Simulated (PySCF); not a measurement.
**SnSe (SMILES [Se][Sn]): r2SCAN/def2-TZVP (core potential)**

What is the energy change on altering one bond length of SnSe at r2SCAN/def2-TZVP (core potential)? 

The calculation is run with PySCF 2.14.0.

1 further run of the same task is left out (set aside as unsound or not needed).

### 1 The structure to begin with

The species is SnSe (2 atoms), meant as a singlet with charge 0. SMILES: `[Se][Sn]`. The shape is that of a PBE0-D4/def2-TZVP optimisation.

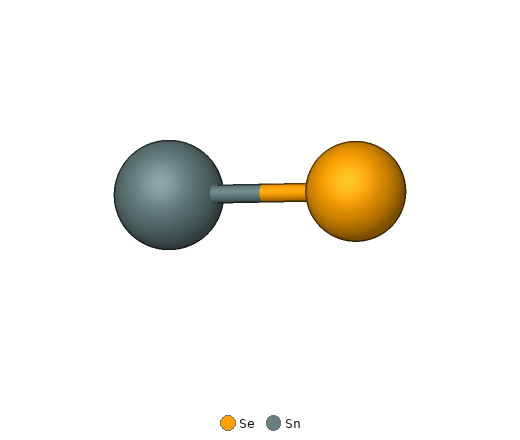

The structure, seen from a chosen angle (selenium orange, tin teal).

### 2 A single-point energy at r2SCAN/def2-TZVP (core potential)

input.py reads:

```python
from pyscf import gto, dft

system = gto.Mole()
system.atom = '''
Se     0.000000     0.000000     0.006530
Sn     0.000000     0.000000     2.331810
'''
system.verbose = 3
system.basis = 'def2-tzvp'
system.spin = 0
system.max_memory = 1860
system.ecp = {'Sn': 'def2-svp'}
system.charge = 0
system.build()

myscf = dft.RKS(system, xc='r2scan')
myscf.conv_tol = 1e-10
myscf.grids.level = 5
myscf.kernel()
if not myscf.converged:
    myscf = myscf.newton().run(myscf.mo_coeff, myscf.mo_occ)

etot = myscf.e_tot
print('E(%s) = %.9f' % ('R2SCAN', etot))
```

Launch:

```
$ OMP_NUM_THREADS=1 python input.py
```

The program printed:

```text
converged SCF energy = -2615.98042535282
E(R2SCAN) = -2615.980425353
```

It took 18 s on 1 thread of Arm Neoverse V2, shared host; peak memory 0.5 GiB.

### 3 The distorted shape at the same level

calc.py reads:

```python
from pyscf import gto, dft

mol = gto.M(
    atom=[
    ('Se', (0.000000, -0.000000, -0.342290)),
    ('Sn', (-0.000000, 0.000000, 2.331810)),
],
    max_memory=1860,
    charge=0,
    ecp={'Sn': 'def2-svp'},
    verbose=4,
    basis='def2-tzvp',
    spin=0,
)

ks = dft.RKS(mol)
ks.xc = 'r2scan'
ks.conv_tol = 1e-10
ks.grids.level = 5
ks.kernel()
if not ks.converged:
    ks = ks.newton().run(ks.mo_coeff, ks.mo_occ)

energy = ks.e_tot
print('E = %.10f Eh' % energy)
```

Launch:

```
$ OMP_NUM_THREADS=1 python calc.py
```

The program printed:

```text
PySCF version 2.14.0

[INPUT] num. atoms = 2
[INPUT] num. electrons = 56
[INPUT] charge = 0
[INPUT] spin (= nelec alpha-beta = 2S) = 0
[INPUT] symmetry False subgroup None
[INPUT] Mole.unit = angstrom
[INPUT] Symbol           X                Y                Z      unit          X                Y                Z       unit  Magmom
[INPUT]  1 Se     0.000000000000   0.000000000000  -0.342290000000 AA    0.000000000000   0.000000000000  -0.646834355177 Bohr   0.0
[INPUT]  2 Sn     0.000000000000   0.000000000000   2.331810000000 AA    0.000000000000   0.000000000000   4.406482274522 Bohr   0.0

nuclear repulsion = 148.02159746014
number of shells = 32
number of NR pGTOs = 194
number of NR cGTOs = 98
basis = def2-tzvp
ecp = {'Sn': 'def2-svp'}

******** <class 'pyscf.dft.rks.RKS'> ********
method = RKS
initial guess = minao
damping factor = 0
level_shift factor = 0
DIIS = <class 'pyscf.scf.diis.CDIIS'>
diis_start_cycle = 1
diis_space = 8
diis_damp = 0
SCF conv_tol = 1e-10
SCF conv_tol_grad = None
SCF max_cycles = 50
direct_scf = True
direct_scf_tol = 1e-13
XC library pyscf.dft.libxc version 7.0.0
    S. Lehtola, C. Steigemann, M. J.T. Oliveira, and M. A.L. Marques.,  SoftwareX 7, 1–5 (2018)
XC functionals = r2scan
    J. W. Furness, A. D. Kaplan, J. Ning, J. P. Perdew, and J. Sun.,  J. Phys. Chem. Lett. 11, 8208-8215 (2020)
    J. W. Furness, A. D. Kaplan, J. Ning, J. P. Perdew, and J. Sun.,  J. Phys. Chem. Lett. 11, 9248-9248 (2020)
    J. W. Furness, A. D. Kaplan, J. Ning, J. P. Perdew, and J. Sun.,  J. Phys. Chem. Lett. 11, 8208-8215 (2020)
    J. W. Furness, A. D. Kaplan, J. Ning, J. P. Perdew, and J. Sun.,  J. Phys. Chem. Lett. 11, 9248-9248 (2020)
radial grids:
    Treutler-Ahlrichs [JCP 102, 346 (1995); DOI:10.1063/1.469408] (M4) radial grids

becke partition: Becke, JCP 88, 2547 (1988); DOI:10.1063/1.454033
pruning grids: <function nwchem_prune>
grids dens level: 5
symmetrized grids: False
atomic radii adjust function: <function treutler_atomic_radii_adjust>
small_rho_cutoff = 0
Set gradient conv threshold to 1e-05
Initial guess from minao.
tot grids = 91744
init E= -2578.28368856533
  HOMO = -0.660541789193397  LUMO = -0.486699739103469  gap/eV = 4.73048
cycle= 1 E= -2611.62526061496  delta_E= -33.3  |g|= 3.55  |ddm|= 30.2
  HOMO = -0.224267793191962  LUMO = -0.0515054430752896  gap/eV = 4.70110
cycle= 2 E= -2539.24525631701  delta_E= 72.4  |g|= 10.5  |ddm|= 14.7
  HOMO = -0.19135554311903  LUMO = -0.00341742265870924  gap/eV = 5.11406
cycle= 3 E= -2615.05666628709  delta_E= -75.8  |g|= 1.46  |ddm|= 11.8
  HOMO = -0.113806319161797  LUMO = -0.0363800605689411  gap/eV = 2.10688
cycle= 4 E= -2614.5022083922  delta_E= 0.554  |g|= 1.86  |ddm|= 3.32
  HOMO = -0.228288229892063  LUMO = -0.0762967285608604  gap/eV = 4.13590
cycle= 5 E= -2615.69681996832  delta_E= -1.19  |g|= 0.68  |ddm|= 2.44
  HOMO = -0.201960218589023  LUMO = -0.135922379195591  gap/eV = 1.79698
cycle= 6 E= -2615.86554888839  delta_E= -0.169  |g|= 0.446  |ddm|= 1.58
  HOMO = -0.209642090790956  LUMO = -0.136697098801221  gap/eV = 1.98493
cycle= 7 E= -2615.95124412241  delta_E= -0.0857  |g|= 0.0738  |ddm|= 0.414
  HOMO = -0.212193910943875  LUMO = -0.137811731433986  gap/eV = 2.02404
cycle= 8 E= -2615.94845281191  delta_E= 0.00279  |g|= 0.105  |ddm|= 0.0942
  HOMO = -0.211502033123118  LUMO = -0.137354344272057  gap/eV = 2.01766
cycle= 9 E= -2615.94942762469  delta_E= -0.000975  |g|= 0.0911  |ddm|= 0.0281
  HOMO = -0.211806185437904  LUMO = -0.137448469980652  gap/eV = 2.02338
cycle= 10 E= -2615.94988474769  delta_E= -0.000457  |g|= 0.0844  |ddm|= 0.00832
  HOMO = -0.212553728384739  LUMO = -0.136525037784262  gap/eV = 2.06885
cycle= 11 E= -2615.95246696012  delta_E= -0.00258  |g|= 0.0381  |ddm|= 0.051
  HOMO = -0.2141563087132  LUMO = -0.1363284607578  gap/eV = 2.11780
cycle= 12 E= -2615.95310905445  delta_E= -0.000642  |g|= 0.0043  |ddm|= 0.0458
  HOMO = -0.213885739359572  LUMO = -0.136244704586441  gap/eV = 2.11272
cycle= 13 E= -2615.95311708045  delta_E= -8.03e-06  |g|= 0.00118  |ddm|= 0.0042
  HOMO = -0.213819163055126  LUMO = -0.136230584180757  gap/eV = 2.11129
cycle= 14 E= -2615.95311771614  delta_E= -6.36e-07  |g|= 9.9e-05  |ddm|= 0.00148
  HOMO = -0.213825655865797  LUMO = -0.136234661149171  gap/eV = 2.11136
cycle= 15 E= -2615.95311771989  delta_E= -3.75e-09  |g|= 3.47e-05  |ddm|= 0.000102
  HOMO = -0.213827105137641  LUMO = -0.13623408315839  gap/eV = 2.11141
cycle= 16 E= -2615.95311772042  delta_E= -5.33e-10  |g|= 6.4e-06  |ddm|= 5.04e-05
  HOMO = -0.213826871930927  LUMO = -0.136234080639205  gap/eV = 2.11141
cycle= 17 E= -2615.95311772045  delta_E= -2.96e-11  |g|= 7.45e-07  |ddm|= 6.56e-06
  HOMO = -0.213826707809541  LUMO = -0.13623414744191  gap/eV = 2.11140
Extra cycle  E= -2615.95311772043  delta_E= 1.32e-11  |g|= 4.75e-06  |ddm|= 5.98e-06
converged SCF energy = -2615.95311772043
E = -2615.9531177204 Eh
```

Run time: 23 s. Hardware: 1 thread of Arm Neoverse V2, shared host; peak memory 0.51 GiB.

### 4 Summary of results

At r2SCAN/def2-TZVP (core potential):

```
                                                           quantity           value
                                          first shape: total energy  -2615.98043 Eh
                                         first shape: dipole moment          2.94 D
                                           first shape: HOMO energy        -6.40 eV
                                           first shape: LUMO energy        -3.13 eV
                                         first shape: HOMO–LUMO gap         3.27 eV
                                      distorted shape: total energy  -2615.95312 Eh
                                     distorted shape: dipole moment          4.28 D
                                       distorted shape: HOMO energy        -5.82 eV
                                       distorted shape: LUMO energy        -3.71 eV
                                     distorted shape: HOMO–LUMO gap         2.11 eV
energy change with the Se1–Sn2 bond stretched from 2.325 to 2.674 Å        0.743 eV
```

What this shows: With the Se1–Sn2 bond stretched from 2.325 to 2.674 Å the energy rises by 0.74 eV (71.7 kJ/mol). The first shape isn't relaxed at this level, so the change isn't measured from a minimum.
